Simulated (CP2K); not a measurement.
Consider chlorine monofluoride at its PBE geometry (Å).

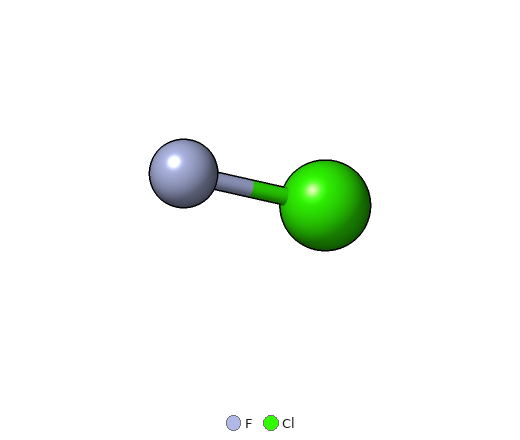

The molecule (fluorine light blue, chlorine green).

```xyz
2

F     0.8272    0.0000    0.0000
Cl   -0.8272    0.0000    0.0000
```

Method: CP2K XAS_TDP, all-electron GAPW, PBEh(45%), aug-pc-2, TDA, GW2X-corrected core level, no relativity.

**Question.** Where do the F K-edge lines lie, and how strong are they?

Leading lines: F1 681.86 eV. The leading line of an atom is its first one with 35 % of the strongest within 2.5 eV of its lowest line over the strength cut. Core ionisation energies at this level: F1 691.56 eV.

The first six lines of each atom with a strength over 0.0015:

| atom | energy (eV) | states | strength, one atom | above the computed threshold |
| --- | --- | --- | --- | --- |
| F1 (bonded to Cl) | 681.86 | 1 | 0.0505 |  |
|  | 690.23 | 1 | 0.0030 |  |
|  | 691.27 | 2 | 0.0038 |  |
|  | 692.41 | 2 | 0.0127 | yes |
|  | 695.52 | 1 | 0.0037 | yes |
|  | 695.59 | 2 | 0.0097 | yes |

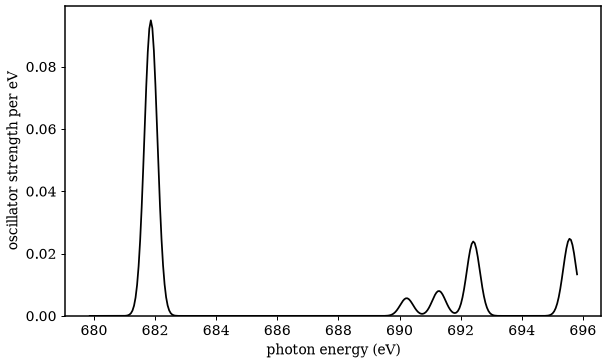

All atoms added, broadened by 0.5 eV.

Lines are vertical, at one geometry, with no vibrational structure. GW2X ionisation energies and lines can be off by 1 to 2 eV either way, and a good line position may hide errors that cancel. These values hold no scalar relativity, about 0.7 eV for F 1s. Rydberg lines, and the discretised continuum above threshold, depend on the basis and the box.

[Banner, clock and machine lines of the logs are left out without a mark of their own.]

[Logs are printed without paths, hosts, clocks, repeated set-up lines and the standing remarks that a program may print on its own settings, such as how far it seeks lower states.]

[Hosts, paths, dates, database ids (printed as entryN), source tags and the programs' standing remarks are cut or masked in the printed files.]
